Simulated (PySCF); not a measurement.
C₂H₈O₂Si₂, SMILES COC(=O)[SiH2][SiH3], singlet at its GFN2-xTB optimised geometry (Å):

```
14

C      1.5435     1.5292    -0.0098
O      0.8666     0.2761     0.0000
C     -0.4739     0.2761     0.0000
O     -1.1446     1.2790     0.0000
Si    -1.1152    -1.5198     0.1143
Si    -1.2039    -2.0801     2.3587
H      2.4080     1.4376     0.6453
H      0.8705     2.3127     0.3441
H      1.8665     1.7577    -1.0268
H     -0.1754    -2.3127    -0.6850
H     -2.4080    -1.5246    -0.5767
H     -1.6623    -3.4604     2.5371
H     -2.1136    -1.2261     3.1274
H      0.1084    -1.9863     3.0082
```

Method: PySCF with B3LYP/def2-TZVP. Cells within 0.4 Å of a nucleus heavier than hydrogen are left out (blank, or x).

Map of the deformation density (molecule minus spherical neutral atoms) (e/bohr³) on the plane z = 0.0 Å:

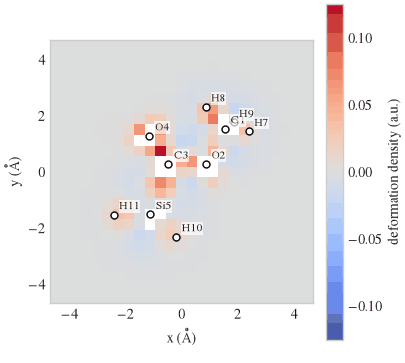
Figure: Deformation density (molecule minus spherical neutral atoms) (e/bohr³) on the plane z = 0.0 Å.
